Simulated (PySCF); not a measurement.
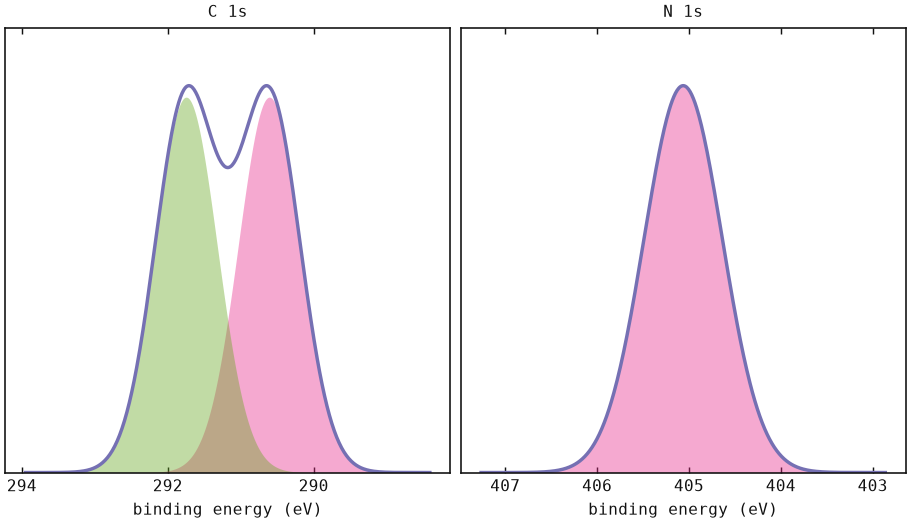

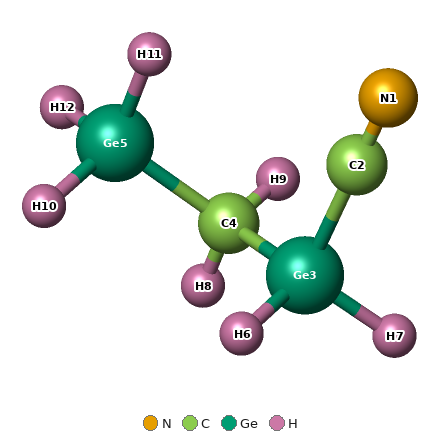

Simulated XPS of C₂H₇Ge₂N, SMILES N#[C][GeH2][CH2][GeH3], singlet. Vertical core-electron binding energies by ΔSCF (B3LYP, pcX-2 on the ionised atom, pcseg-1 elsewhere, spin-free X2C; PySCF 2.14.0, at a PBE0-D3(BJ)/def2-SVP geometry (no frequency check)), gas phase, against the vacuum level. One atom of each kind was ionised; within a panel, areas follow the number of like atoms, each panel is scaled alone, Gaussians of 1.0 eV full width. Only the regions named are shown.

Q: Which atoms give which peak?

A:
```csv
level,atoms,binding energy (eV)
C 1s,C2,291.7
C 1s,C4,290.6
N 1s,N1,405.1
```

Q: How large is the chemical shift across the C 1s region?

A: 1.1 eV, from C4 at 290.6 eV to C2 at 291.7 eV.

Caveats: one conformer of a flexible molecule.
